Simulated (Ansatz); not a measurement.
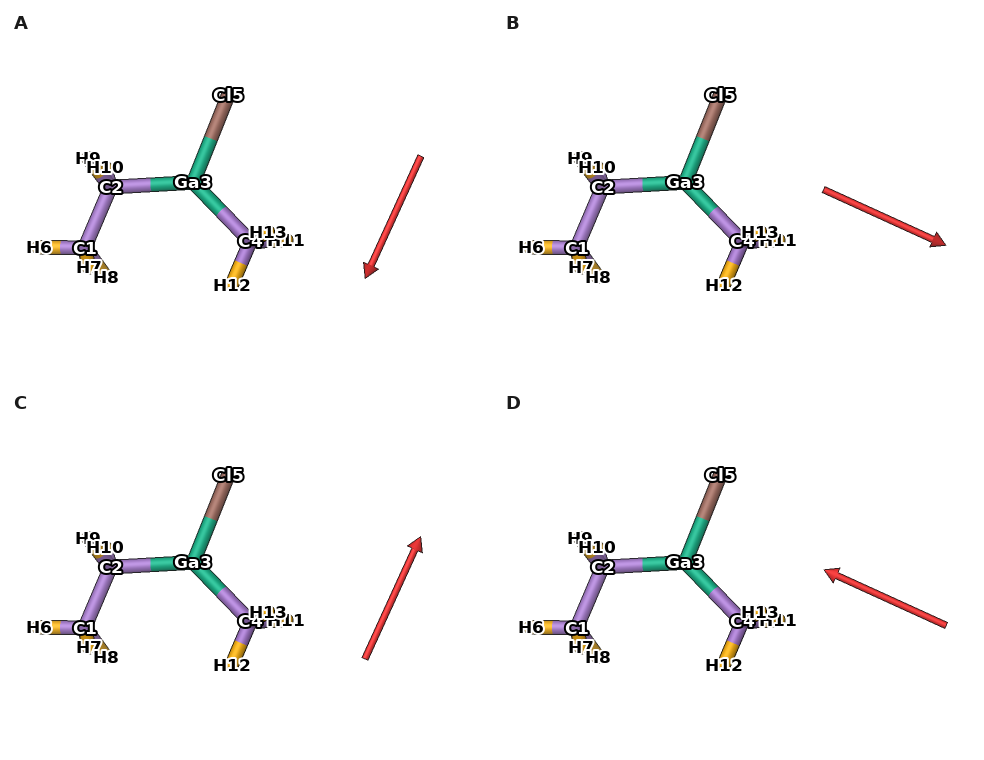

The same molecule four times, each with an arrow. The geometry was computed by an optimisation with PBE0-D4/def2-TZVP. Level of theory: RKS r2SCAN-D4/def2-TZVPP (Ansatz 0.2.0).

Which arrow points along the dipole moment, from the negative to the positive end?

A. The dipole moment is 2.87 D; it points from the side of Cl5 to the side of H6, H7, H8 (the outermost atoms at the two ends).
